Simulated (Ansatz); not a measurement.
Input file:

```
crystal:
  lattice:
    - [-1.7809256308, 3.2979746457, 4.4949909817]
    - [1.7809256308, -3.2979746457, 4.4949909817]
    - [1.7809256308, 3.2979746457, -4.4949909817]
  atoms:
    - { symbol: Mg, position: [0.0, 0.0, 0.0] }
    - { symbol: Si, position: [0.4953835791, 0.6781749815, 0.8172085976] }
    - { symbol: Si, position: [0.5046164209, 0.3218250185, 0.1827914024] }
    - { symbol: Si, position: [0.860966384, 0.6781749815, 0.1827914024] }
    - { symbol: Si, position: [0.139033616, 0.3218250185, 0.8172085976] }
    - { symbol: "N", position: [0.7886906751, 0.5, 0.2886906751] }
    - { symbol: "N", position: [0.2113093249, 0.5, 0.7113093249] }
basis:
  ecutwfc: 420
kpoints:
  mp_grid: { grid: [10, 10, 10] }
  band_path:
    path:
      - [[0.0, 0.0, 0.0], [0.5, 0.5, -0.5], [0.28924406, 0.71075594, -0.28924406]]
      - [[-0.28924406, 0.28924406, 0.28924406], [0.0, 0.0, 0.0], [0.3845789, -0.3845789, 0.3845789]]
      - [[0.6154211, 0.3845789, -0.3845789], [0.5, 0.5, -0.5]]
      - [[0.0, 0.0, 0.0], [0.0, 0.5, 0.0], [0.25, 0.25, 0.25], [0.5, 0.0, 0.0], [0.0, 0.0, 0.0], [0.0, 0.0, 0.5], [0.25, 0.25, 0.25]]
    npoints: 14
hamiltonian:
  xc: pbe
scf:
  occupations: { method: gaussian, width: 0.1 }
  n_extra_bands: 17
output:
  forces: true
  stress: true
  eigenvalues: true
  populations: true
  dos: { projected: true, de: 0.02, nscf_kmesh: { grid: [12, 12, 12] } }
  bader: true
  write_density: true
  write_potential: true
  elf: true
  volumetric_format: npy
```

Command:

```sh
ansatz run input.yaml --threads 1 --pin off --max-ram 2560MiB --backend cpu --events-out ev --progress --plain --runs-dir out
```

Below, planes, directions and counts refer to the conventional cell (a = 3.56 Å, b = 6.60 Å, c = 8.99 Å, α = 90.00°, β = 90.00°, γ = 90.00°).

Space group Immm; a generated structure, not necessarily the stable one.

The calculation used DFT PBE, scalar-relativistic, plane waves, PAW in Ansatz 0.2.0.

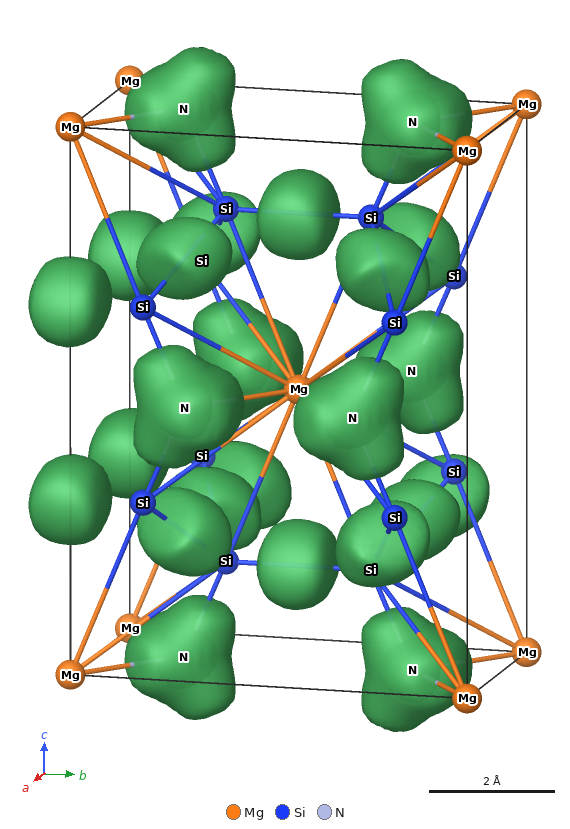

MgSi4N2. Isosurface of the ELF at 0.75 (green), seen slightly off an axis. Only the valence region is drawn (cores and ρ < 0.01 e/Å³ removed). Sticks mark near contacts.

In a PAW calculation such maps are meaningful between the atoms, not at the nuclei.

Where are the electrons localised?

At this value the surface marks out twelve regions between bonded Si–Si atoms and four regions on N in which the atom's valence shell and bonds are merged, counted in one cell of 14 atoms. Regions shared between cells count once. Profiles from the grid: Si–N (1.75 Å): the ELF peaks at about 0.85 between the atoms. Mg–N (2.26 Å): the ELF peaks at about 0.90 in the valence shell of N, 0.7 Å from its nucleus, and is about 0.50 at the midpoint.
